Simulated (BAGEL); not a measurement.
# NO2F (nitryl fluoride): HF/cc-pVTZ (density fitting with cc-pvqz-jkfit)

Aim: the vertical ionisation energy of NO2F (nitryl fluoride) at HF/cc-pVTZ (density fitting with cc-pvqz-jkfit), from 2 runs. 

The calculation is run with BAGEL 1.2.2.

## (1) The structure to begin with

NO2F: 4 atoms, total charge 0, spin state singlet. SMILES: `O=[N+]([O-])F`. The coordinates come from a PBE0-D4/def2-TZVP relaxation.

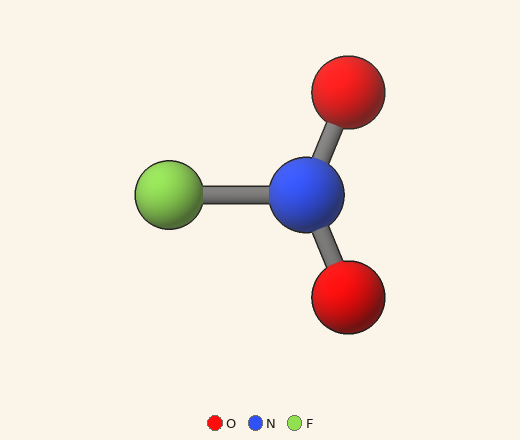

The structure, seen from a chosen angle (oxygen red, nitrogen blue, fluorine green).

## (2) A single-point energy at HF/cc-pVTZ (density fitting with cc-pvqz-jkfit)

The input, job.json:

```json
{ "bagel" : [

{
  "title" : "molecule",
  "basis" : "cc-pvtz.json",
  "df_basis" : "cc-pvqz-jkfit",
  "angstrom" : true,
  "geometry" : [
    { "atom" : "O", "xyz" : [    0.188290,    0.469930,    1.120250 ] },
    { "atom" : "N", "xyz" : [    0.079720,   -0.071800,    0.089140 ] },
    { "atom" : "O", "xyz" : [    0.476580,   -1.068680,   -0.376880 ] },
    { "atom" : "F", "xyz" : [   -0.744590,    0.670550,   -0.832510 ] }
  ]
},
{
  "title" : "hf"
},
{
  "title" : "print",
  "file" : "orbitals.molden",
  "orbitals" : true
}

]}
```

The basis set cc-pVTZ is read from a file made from the Basis Set Exchange's data (not shown).

The run is started by

```
$ BAGEL_NUM_THREADS=1 BAGEL job.json > job.out
```

The program printed:

```text
* using 1 threads per process

  ===============================================================
  ===============================================================

  *** Geometry ***

  { "atom" : "O", "xyz" : [      0.355817,      0.888039,      2.116966 ] },
  { "atom" : "N", "xyz" : [      0.150649,     -0.135682,      0.168450 ] },
  { "atom" : "O", "xyz" : [      0.900606,     -2.019513,     -0.712200 ] },
  { "atom" : "F", "xyz" : [     -1.407071,      1.267156,     -1.573216 ] },

  Number of auxiliary basis functions:      424

  Since a DF basis is specified, we compute 2- and 3-index integrals:
    o Being stored without compression. Storage requirement is 0.049 GB

  Number of basis functions:      120
  Number of electrons      :       32

    * METHOD: MOLECULE                             0.22

  *** RHF ***

  === Nuclear Repulsion ===
   124.4765062625

      * DIIS with orbital gradients will be used.

  === RHF iteration (cc-pvtz.json) ===
      0       -303.22066533          0.02624925           0.07
      1       -303.33080018          0.02246803           0.06
      2       -303.52954031          0.00146262           0.06
      3       -303.53198523          0.00053482           0.06
      4       -303.53238298          0.00025020           0.06
      5       -303.53249429          0.00010264           0.06
      6       -303.53250618          0.00004883           0.06
      7       -303.53250917          0.00001536           0.06
      8       -303.53250929          0.00000712           0.07
      9       -303.53250932          0.00000166           0.07
     10       -303.53250932          0.00000063           0.07
     11       -303.53250932          0.00000026           0.07
     12       -303.53250932          0.00000012           0.07
     13       -303.53250932          0.00000005           0.07
     14       -303.53250932          0.00000001           0.06
     15       -303.53250932          0.00000000           0.06
    * SCF iteration converged.

    * Permanent dipole moment:
           (   -0.016741,     0.015089,    -0.018723) a.u.

    * METHOD: HF                                   1.17

    * METHOD: PRINT                                0.04

  ===============================================================
```

It took 1.6 s on 1 thread of Arm Neoverse V1, shared host.

## (3) The doublet cation at the same level

The input, calc.json:

```json
{ "bagel": [

{
  "title": "molecule",
  "basis": "cc-pvtz.json",
  "df_basis": "cc-pvqz-jkfit",
  "angstrom": true,
  "geometry": [
    { "atom": "O", "xyz": [       0.188290,       0.469930,       1.120250 ] },
    { "atom": "N", "xyz": [       0.079720,      -0.071800,       0.089140 ] },
    { "atom": "O", "xyz": [       0.476580,      -1.068680,      -0.376880 ] },
    { "atom": "F", "xyz": [      -0.744590,       0.670550,      -0.832510 ] }
  ]
},

{ "title": "uhf", "charge": 1, "nopen": 1 },

{ "title": "print", "file": "orbitals.molden", "orbitals": true }

]}
```

The basis set cc-pVTZ is read from a file made from the Basis Set Exchange's data (not shown).

The run is started by

```
$ BAGEL_NUM_THREADS=1 BAGEL calc.json > calc.out
```

The program printed:

```text
* using 1 threads per process

  ===============================================================
  ===============================================================

  *** Geometry ***

  { "atom" : "O", "xyz" : [      0.355817,      0.888039,      2.116966 ] },
  { "atom" : "N", "xyz" : [      0.150649,     -0.135682,      0.168450 ] },
  { "atom" : "O", "xyz" : [      0.900606,     -2.019513,     -0.712200 ] },
  { "atom" : "F", "xyz" : [     -1.407071,      1.267156,     -1.573216 ] },

  Number of auxiliary basis functions:      424

  Since a DF basis is specified, we compute 2- and 3-index integrals:
    o Being stored without compression. Storage requirement is 0.049 GB

  Number of basis functions:      120
  Number of electrons      :       32

    * METHOD: MOLECULE                             0.22

  *** Open-shell HF ***

  === Nuclear Repulsion ===
   124.4765062625

      * DIIS with orbital gradients will be used.

  === UHF iteration (cc-pvtz.json) ===
      0       -302.69984553          0.05424051           0.13
      1       -302.76381792          0.04970947           0.12
      2       -302.85465491          0.03941669           0.12
      3       -303.03947407          0.00216303           0.13
      4       -303.04374571          0.00113470           0.13
      5       -303.04535070          0.00060916           0.14
      6       -303.04652030          0.00040097           0.14
      7       -303.04698853          0.00023978           0.12
      8       -303.04750502          0.00021792           0.12
      9       -303.04801798          0.00017774           0.12
     10       -303.04854156          0.00012803           0.13
     11       -303.04860217          0.00008083           0.14
     12       -303.04861564          0.00003038           0.13
     13       -303.04861789          0.00002004           0.13
     14       -303.04861902          0.00000672           0.12
     15       -303.04861921          0.00000313           0.14
     16       -303.04861924          0.00000258           0.13
     17       -303.04861925          0.00000203           0.13
     18       -303.04861926          0.00000221           0.12
     19       -303.04861925          0.00000214           0.13
     20       -303.04861924          0.00000136           0.14
     21       -303.04861924          0.00000090           0.14
     22       -303.04861925          0.00000066           0.13
     23       -303.04861925          0.00000047           0.13
     24       -303.04861925          0.00000036           0.13
     25       -303.04861925          0.00000021           0.13
     26       -303.04861925          0.00000010           0.14
     27       -303.04861925          0.00000009           0.14
     28       -303.04861925          0.00000006           0.14
     29       -303.04861925          0.00000004           0.13
     30       -303.04861925          0.00000003           0.14
     31       -303.04861925          0.00000002           0.13
     32       -303.04861925          0.00000002           0.13
     33       -303.04861925          0.00000002           0.13
     34       -303.04861925          0.00000002           0.13
     35       -303.04861925          0.00000002           0.13
     36       -303.04861925          0.00000001           0.13
     37       -303.04861925          0.00000001           0.13
     38       -303.04861925          0.00000001           0.13
     39       -303.04861925          0.00000001           0.12
     40       -303.04861925          0.00000001           0.14
     41       -303.04861925          0.00000001           0.13
     42       -303.04861925          0.00000001           0.14
    * SCF iteration converged.

    * S^2 (UHF) is 0.9812

    * Permanent dipole moment:
           (   -0.377628,     0.340090,    -0.422219) a.u.

    * METHOD: UHF                                  5.78

    * METHOD: PRINT                                0.04

  ===============================================================
```

Wall time 6.3 s (1 thread of Arm Neoverse V1, shared host).

## (4) Results

Level: HF/cc-pVTZ (density fitting with cc-pvqz-jkfit).

| quantity | value |
| --- | --- |
| singlet NO2F: total energy | -303.53251 Eh |
| singlet NO2F: dipole moment | 0.07 D |
| singlet NO2F: HOMO energy | -14.60 eV |
| singlet NO2F: LUMO energy | 2.01 eV |
| singlet NO2F: HOMO–LUMO gap | 16.62 eV |
| doublet cation: total energy | -303.04862 Eh |
| doublet cation: ⟨S²⟩ | 0.981 |
| vertical ionisation energy (to the doublet cation) | 13.167 eV |

Removing an electron at fixed nuclei costs 13.17 eV (304 kcal/mol). The negative HOMO energy of the first species, 14.60 eV, lies 1.44 eV above that difference. ⟨S²⟩ (doublet cation) is 0.98 where a pure doublet has 0.75: the reference is spin-contaminated.
